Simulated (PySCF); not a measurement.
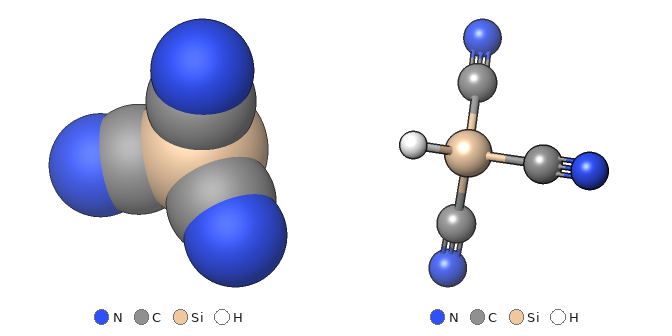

The same structure drawn twice, from different directions.

The computed structure is the end point of a PBE0-D3(BJ)/def2-SVP optimisation. No frequency run is at hand to confirm it as a minimum.

Describe the molecule.

It has 8 atoms: 3 carbon, 1 hydrogen, 3 nitrogen and 1 silicon (C3HN3Si). SMILES: `N#C[SiH](C#N)C#N`. It has no ring. Among its groups: nitrile, Si–H bond. Coordination: 3 C linear; 1 Si tetrahedral.

The parts below concern this one geometry. Atoms keep their numbers from picture to picture.

### Geometry

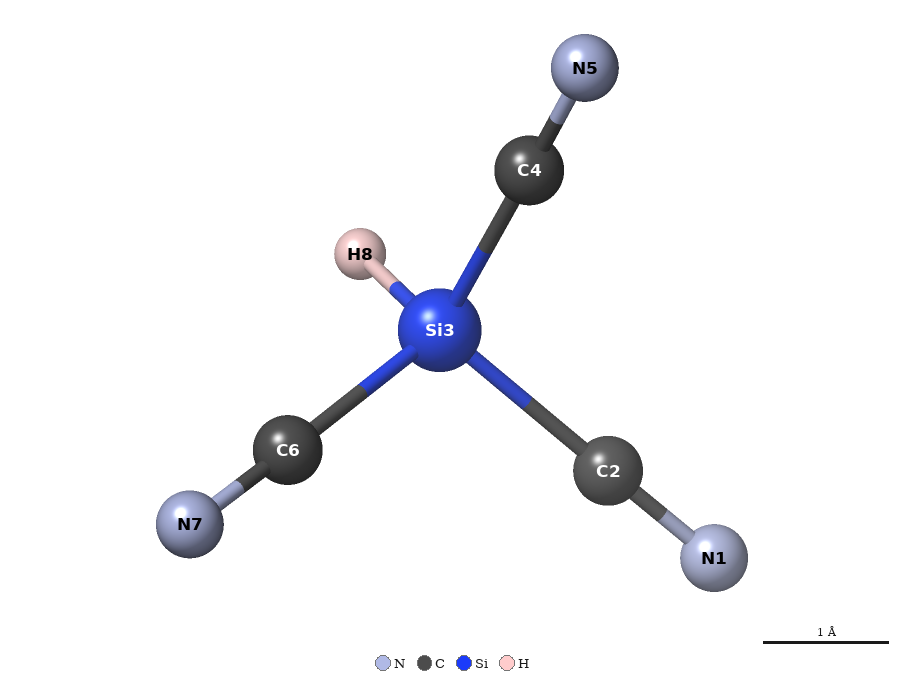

The atoms are numbered. No frequency run is at hand to confirm it as a minimum.

List the bonds and their lengths.

```
  bond  length (Å)   order
 N1–C2       1.159  triple
C2–Si3       1.841  single
Si3–C4       1.841  single
Si3–C6       1.842  single
Si3–H8       1.478  single
 C4–N5       1.159  triple
 C6–N7       1.159  triple
```

### Electronic properties

No frequency run is at hand to confirm it as a minimum. Level of theory: B3LYP/6-31G*, gas phase (PySCF 2.14.0).

What does the calculation give?

- dipole moment: 2.82 D
- HOMO energy (Kohn–Sham orbital): −10.32 eV
- LUMO energy (Kohn–Sham orbital): −2.25 eV
- HOMO–LUMO gap: 8.07 eV

### Spin–spin coupling

No frequency run is at hand to confirm it as a minimum. Method: B3LYP/6-31G* indirect spin-spin coupling, non-relativistic, gas phase (PySCF 2.14.0). Isotopes: 13C, 1H, 15N, 29Si.

Give the spin–spin coupling constants of these pairs, with the number of bonds between them: N1/C2, Si3/H8, Si3/C6, C4/N5, N1/Si3, C2/C4, C2/C6, C4/C6, C6/H8, N1/C4, N1/C6, C2/N5, C2/N7, N5/H8.

| pair | bonds apart | J (Hz) |
| --- | --- | --- |
| N1, C2 | 1 | −15.6 |
| Si3, H8 | 1 | −257.8 |
| Si3, C6 | 1 | −96.9 |
| C4, N5 | 1 | −15.6 |
| N1, Si3 | 2 | −2.0 |
| C2, C4 | 2 | 5.2 |
| C2, C6 | 2 | 5.2 |
| C4, C6 | 2 | 5.2 |
| C6, H8 | 2 | 8.0 |
| N1, C4 | 3 | −0.7 |
| N1, C6 | 3 | −0.7 |
| C2, N5 | 3 | −0.7 |
| C2, N7 | 3 | −0.7 |
| N5, H8 | 3 | −1.4 |

### Quadrupole coupling

No frequency run is at hand to confirm it as a minimum. Electric field gradients from the ground-state density, B3LYP/6-31G* (PySCF 2.14.0), non-relativistic apart from any core potentials.

Give the largest field-gradient component, the quadrupole coupling constant and the asymmetry for 14N at N1 (Q = 20.44 mb), 2H at H8 (Q = 2.86 mb).

```json
{"atom": "N1", "V_zz (a.u.)": "−0.962", "e²qQ/h (MHz)": "−4.62", "η": "0.02"}
{"atom": "H8", "V_zz (a.u.)": "0.148", "e²qQ/h (MHz)": "0.099", "η": "0.00"}
```
